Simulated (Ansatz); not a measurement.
# C2H4FSi: harmonic frequencies at the relaxed geometry in Python

At which frequencies does C2H4FSi vibrate? Aim: harmonic frequencies at the relaxed geometry, for C2H4FSi, run from a script.

Program: Ansatz 0.2.0, driven from Python. Level of theory: r2SCAN+D4/def2-SVP. These are calculated values, not measurements.

## Step 1: Starting point

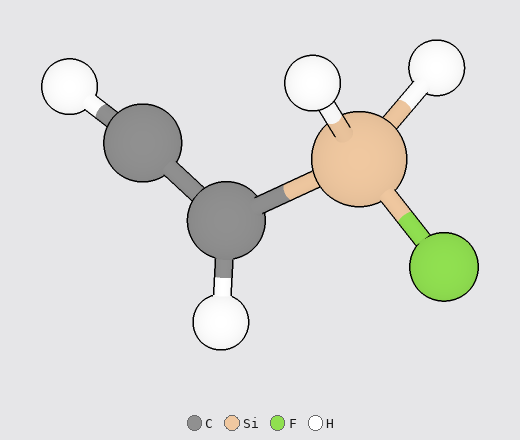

The starting structure, viewed from a chosen angle; carbon grey, silicon light orange, fluorine green, hydrogen white.

The script holds or builds the structure itself.

## Step 2: The script

File freq_c2h4fsi.py:

```python
"""Vibrations and zero-point energy of C2H4FSi."""

import itertools
import warnings

import ansatz as az
from ase import Atoms
from ase.data import atomic_numbers, covalent_radii
from ase.thermochemistry import IdealGasThermo
import numpy as np


def main() -> None:
    warnings.simplefilter("ignore", az.DeckWarning)

    geometry_ang = [
        ("C", (0.0913, 1.6545, -0.1388)),
        ("C", (-0.6013, 0.5824, 0.0396)),
        ("Si", (0.2241, -1.0147, 0.0238)),
        ("F", (-0.7673, -2.1445, 0.2988)),
        ("H", (0.5631, 2.6124, -0.3244)),
        ("H", (-1.6665, 0.587, 0.2074)),
        ("H", (0.9319, -1.272, -1.2692)),
        ("H", (1.3168, -1.0622, 1.107)),
    ]
    system = az.Crystal.molecule()
    for symbol, xyz in geometry_ang:
        system = system.atom(symbol, xyz)

    calc = (
        system.calculation()
        .basis(gaussian="def2-SVP")
        .functional("r2SCAN", dispersion="d4")
        .spin("collinear", total=1)  # spin-polarised run
    )
    symbols = [site.symbol for site in system.cartesian_sites]
    start = np.array([site.position_ang for site in system.cartesian_sites], dtype=float)
    def progress(event):
        if event["event"] == "relax_step":
            row = event["data"]
            print(f"step {row['step']:3d}  E = {row['lagrangian_ev']:.6f} eV  largest force component {row['allowed_force_max_ev_ang']:.4f} eV/A")


    data = calc.relax(force_tolerance=0.003, max_steps=100).session().plan().execute(on_event=progress).report
    end = np.array(data["positions_ang"])

    # pairs closer than 1.2 times the sum of covalent radii, before or after
    radius = [covalent_radii[atomic_numbers[s]] for s in symbols]
    span = lambda where, i, j: np.linalg.norm(where[i] - where[j])
    bonded = [(i, j) for i, j in itertools.combinations(range(len(symbols)), 2) if min(span(start, i, j), span(end, i, j)) < 1.2 * (radius[i] + radius[j])]
    print("pair        before    after (A)")
    for i, j in bonded:
        print(f"{symbols[i]}{i}-{symbols[j]}{j}".ljust(10), f"{span(start, i, j):8.4f} {span(end, i, j):8.4f}")
    for first, second in list(itertools.combinations(bonded, 2)):
        shared = set(first) & set(second)
        if shared and symbols[(j := shared.pop())] != "H":
            i, k = sorted((set(first) | set(second)) - {j})
            u, v = end[i] - end[j], end[k] - end[j]
            angle = np.degrees(np.arccos(np.clip(u @ v / np.linalg.norm(u) / np.linalg.norm(v), -1, 1)))
            print(f"final angle {symbols[i]}{i}-{symbols[j]}{j}-{symbols[k]}{k}: {angle:.2f} deg")

    # frequencies need a stationary point, so they are taken at the relaxed geometry
    minimum = az.Crystal.molecule()
    for symbol, place in zip(symbols, end):
        minimum = minimum.atom(symbol, place.tolist())
    vibrating = minimum.calculation()
    vibrating = vibrating.basis(gaussian="def2-SVP")
    vibrating = vibrating.functional("r2SCAN", dispersion="d4")
    vibrating = vibrating.spin("collinear", total=1)
    vibrating = vibrating.phonons(temperatures=(298.15, 498.15, 100))
    vib = vibrating.run(threads=1).report["vibrations"]
    sums = vib["harmonic_sums"]
    modes = [m["omega_inv_cm"] for m in sums["modes_at_gamma"] if m["rigid_motion"] == "no"]
    print("frequencies (1/cm):", " ".join(f"{w:.0f}" for w in modes))
    print("imaginary modes:", sum(w < 0 for w in modes), " zero-point energy:", round(sums["zero_point_energy_ev"], 4), "eV")
    # rigid rotor and ideal gas, symmetry number taken as one
    gas = IdealGasThermo(vib_energies=[w / 8065.544 for w in modes if w > 0], geometry="linear" if len(modes) == 3 * len(symbols) - 5 else "nonlinear",
                         atoms=Atoms(symbols, positions=end), symmetrynumber=1, spin=0.5)
    print(f"H(298 K) - E = {gas.get_enthalpy(298.15, verbose=False):.4f} eV")
    print(f"S(298 K, 1 bar) = {96485.33 * gas.get_entropy(298.15, 1e5, verbose=False):.1f} J/(mol K) with symmetry number 1")


if __name__ == "__main__":
    main()
```

## Step 3: The input behind the calls

The package turns the script's settings into the engine's input (first run):

```yaml
crystal:
  periodic: [false, false, false]
  atoms:
    - { symbol: C, position_ang: [0.0913, 1.6545, -0.1388] }
    - { symbol: C, position_ang: [-0.6013, 0.5824, 0.0396] }
    - { symbol: Si, position_ang: [0.2241, -1.0147, 0.0238] }
    - { symbol: F, position_ang: [-0.7673, -2.1445, 0.2988] }
    - { symbol: H, position_ang: [0.5631, 2.6124, -0.3244] }
    - { symbol: H, position_ang: [-1.6665, 0.587, 0.2074] }
    - { symbol: H, position_ang: [0.9319, -1.272, -1.2692] }
    - { symbol: H, position_ang: [1.3168, -1.0622, 1.107] }
basis:
  gaussian:
    orbitals: def2-SVP
hamiltonian:
  xc: r2scan
  dispersion: d4
magnetization:
  spin_polarized: true
  initial_magnetization: 1.0
relax:
  f_tol: 0.003
  max_steps: 100
```

## Step 4: Launch

Launch:

```sh
python freq_c2h4fsi.py
```

Standard output:

```text
step   1  E = -12722.392322 eV  largest force component 4.5847 eV/A
step   2  E = -12722.648636 eV  largest force component 2.1996 eV/A
step   3  E = -12722.745142 eV  largest force component 0.3962 eV/A
step   4  E = -12722.855394 eV  largest force component 0.2552 eV/A
step   5  E = -12722.755654 eV  largest force component 2.2284 eV/A
step   6  E = -12722.882036 eV  largest force component 0.1323 eV/A
step   7  E = -12722.883121 eV  largest force component 0.4589 eV/A
step   8  E = -12722.889018 eV  largest force component 0.1953 eV/A
step   9  E = -12722.891983 eV  largest force component 0.1534 eV/A
step  10  E = -12722.900784 eV  largest force component 0.1486 eV/A
step  11  E = -12722.914233 eV  largest force component 0.0999 eV/A
step  12  E = -12722.917589 eV  largest force component 0.0901 eV/A
step  13  E = -12722.920787 eV  largest force component 0.4805 eV/A
step  14  E = -12722.933626 eV  largest force component 0.1141 eV/A
step  15  E = -12722.936220 eV  largest force component 0.0574 eV/A
step  16  E = -12722.936870 eV  largest force component 0.0260 eV/A
step  17  E = -12722.937035 eV  largest force component 0.0104 eV/A
step  18  E = -12722.937056 eV  largest force component 0.0048 eV/A
step  19  E = -12722.937056 eV  largest force component 0.0039 eV/A
step  20  E = -12722.937059 eV  largest force component 0.0007 eV/A
pair        before    after (A)
C0-C1        1.2888   1.3173
C0-H4        1.0838   1.0929
C1-Si2       1.7978   1.8655
C1-H5        1.0783   1.1087
Si2-F3       1.5281   1.6298
Si2-H6       1.4963   1.4900
Si2-H7       1.5393   1.4855
final angle C1-C0-H4: 139.32 deg
final angle C0-C1-Si2: 121.15 deg
final angle C0-C1-H5: 119.87 deg
final angle Si2-C1-H5: 118.98 deg
final angle C1-Si2-F3: 109.45 deg
final angle C1-Si2-H6: 110.44 deg
final angle C1-Si2-H7: 109.85 deg
final angle F3-Si2-H6: 106.60 deg
final angle F3-Si2-H7: 108.70 deg
final angle H6-Si2-H7: 111.71 deg
frequencies (1/cm): 77 211 262 525 640 676 750 845 855 864 930 962 1142 1644 2241 2267 3011 3229
imaginary modes: 0  zero-point energy: 1.3098 eV
H(298 K) - E = 1.4851 eV
S(298 K, 1 bar) = 315.2 J/(mol K) with symmetry number 1
```

Wall time 5.3 min (1 thread of Arm Neoverse V1, shared host); peak memory 0.33 GiB.

## Step 5: What changed from run to run

The engine's inputs for the other runs:

Run 2, against run 1:

```diff
@@ -4,8 +4,8 @@
-    - { symbol: C, position_ang: [0.0913, 1.6545, -0.1388] }
-    - { symbol: C, position_ang: [-0.6013, 0.5824, 0.0396] }
-    - { symbol: Si, position_ang: [0.2241, -1.0147, 0.0238] }
-    - { symbol: F, position_ang: [-0.7673, -2.1445, 0.2988] }
-    - { symbol: H, position_ang: [0.5631, 2.6124, -0.3244] }
-    - { symbol: H, position_ang: [-1.6665, 0.587, 0.2074] }
-    - { symbol: H, position_ang: [0.9319, -1.272, -1.2692] }
-    - { symbol: H, position_ang: [1.3168, -1.0622, 1.107] }
+    - { symbol: C, position_ang: [0.18382385322089587, 1.6836349867368754, 0.26972787585072205] }
+    - { symbol: C, position_ang: [-0.41148722274921207, 0.6170609668725585, -0.2234747415953367] }
+    - { symbol: Si, position_ang: [0.3013202606105983, -1.0886068954943822, 0.02705185710478003] }
+    - { symbol: F, position_ang: [-0.7497206079122469, -1.996074386673317, 0.8803670699199445] }
+    - { symbol: H, position_ang: [0.05174189023232402, 2.768140178554858, 0.29756308519542324] }
+    - { symbol: H, position_ang: [-1.346820462084363, 0.7276859642880035, -0.8083482742640693] }
+    - { symbol: H, position_ang: [0.48758327219455655, -1.7724045244418638, -1.2835586520796223] }
+    - { symbol: H, position_ang: [1.5756590164874469, -0.9965362898427307, 0.7848717798681584] }
@@ -21,3 +21,5 @@
-relax:
-  f_tol: 0.003
-  max_steps: 100
+phonons:
+  temperatures:
+    t_min: 298.15
+    t_max: 498.15
+    t_step: 100.0
```

## Step 6: The engine's runs

One row for each of the 2 runs:

| run | kind of run | energy from run 2 (eV) | <S²> | SCF cycles in all | CPU time (s) |
| --- | --- | --- | --- | --- | --- |
| 1 | relaxation | 0.0000 | 0.77 | 175 | 150 |
| 2 | phonons | 0.0000 | 0.77 | 308 | 170 |

## Step 7: Path of the relaxation of run 1

Step by step:

| step | E - E(step 1) (eV) | largest force component (eV/Å) |
| --- | --- | --- |
| 1 | 0.0000 | 4.5847 |
| 2 | -0.2563 | 2.1996 |
| 3 | -0.3528 | 0.3962 |
| 4 | -0.4631 | 0.2552 |
| 5 | -0.3633 | 2.2284 |
| 6 | -0.4897 | 0.1323 |
| 7 | -0.4908 | 0.4589 |
| 8 | -0.4967 | 0.1953 |
| 9 | -0.4997 | 0.1534 |
| 10 | -0.5085 | 0.1486 |
| 11 | -0.5219 | 0.0999 |
| 12 | -0.5253 | 0.0901 |
| 13 | -0.5285 | 0.4805 |
| 14 | -0.5413 | 0.1141 |
| 15 | -0.5439 | 0.0574 |
| 16 | -0.5445 | 0.0260 |
| 17 | -0.5447 | 0.0104 |
| 18 | -0.5447 | 0.0048 |
| 19 | -0.5447 | 0.0039 |
| 20 | -0.5447 | 0.0007 |

Step 1 is the start. Steps 5, 19 were tried and not accepted.

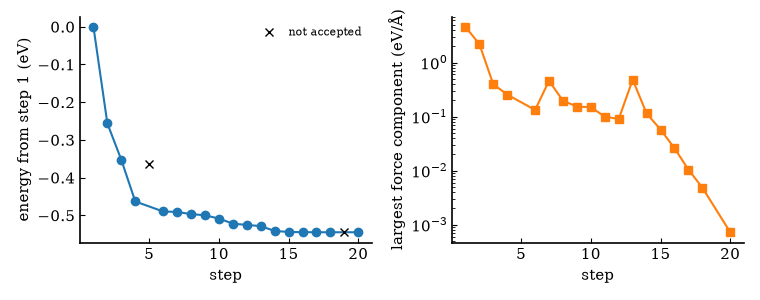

Energy and largest force along the relaxation.

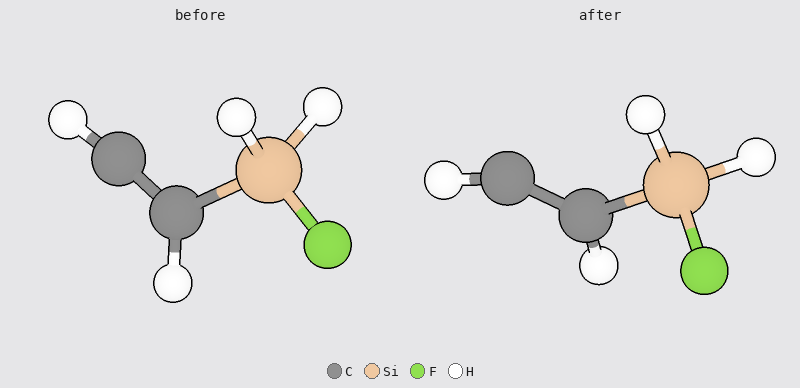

The structure before (left) and after (right) the relaxation, drawn at the same scale.

Before: Bond lengths: C1–C2 1.289 Å, C2–Si3 1.798 Å, Si3–F4 1.528 Å, C1–H5 1.084 Å, C2–H6 1.078 Å, Si3–H7 1.496 Å, Si3–H8 1.539 Å. Angles: C1–C2–Si3 119.4°, C1–C2–H6 123.3°, Si3–C2–H6 117.3°, C2–C1–H5 173.2°, C2–Si3–F4 110.9°, C2–Si3–H7 112.2°, C2–Si3–H8 110.3°, F4–Si3–H7 109.6°, F4–Si3–H8 108.1°, H7–Si3–H8 105.5°.

After: Bond lengths: C1–C2 1.317 Å, C2–Si3 1.866 Å, Si3–F4 1.630 Å, C1–H5 1.093 Å, C2–H6 1.109 Å, Si3–H7 1.490 Å, Si3–H8 1.485 Å. Angles: C1–C2–Si3 121.2°, C1–C2–H6 119.9°, Si3–C2–H6 119.0°, C2–C1–H5 139.3°, C2–Si3–F4 109.4°, C2–Si3–H7 110.4°, C2–Si3–H8 109.9°, F4–Si3–H7 106.6°, F4–Si3–H8 108.7°, H7–Si3–H8 111.7°.

## Step 8: Harmonic frequencies

Frequencies (cm⁻¹; negative: imaginary): 77, 211, 262, 525, 640, 676, 750, 845, 855, 864, 930, 962, 1142, 1644, 2241, 2267, 3011, 3229.

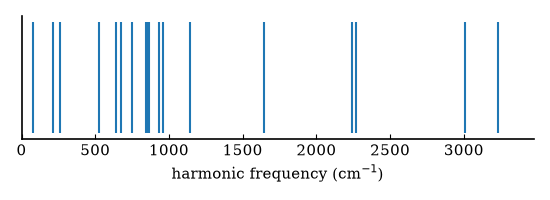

The harmonic frequencies as lines of equal height (no intensities).

## Step 9: What came out

| quantity | value |
| --- | --- |
| runs compared | 2 |
| moves of the relaxation of run 1 | 17 |
| energy gained in run 1 | 0.545 eV |
| last largest force component of run 1 | 0.0007 eV/Å |
| highest frequency | 3229 cm⁻¹ |
| imaginary modes | 0 |
| zero-point energy | 1.310 eV |

What this shows: Run 1: The relaxation took 17 moves; the largest shift is 1.074 Å, of atom 6 (H). So large a move can change the bonding: the results belong to the relaxed structure. All frequencies are real, so the geometry is a minimum. The values are harmonic; measured fundamentals also hold anharmonic shifts, mostly downward for stretches. Caveats:
- The frequencies are harmonic and unscaled, in a modest basis.
- The run takes the species as open-shell (spin multiplicity 2), which needn't be its ground state.
- The entropy takes a symmetry number of 1; a symmetric molecule's is lower by R ln(sigma).
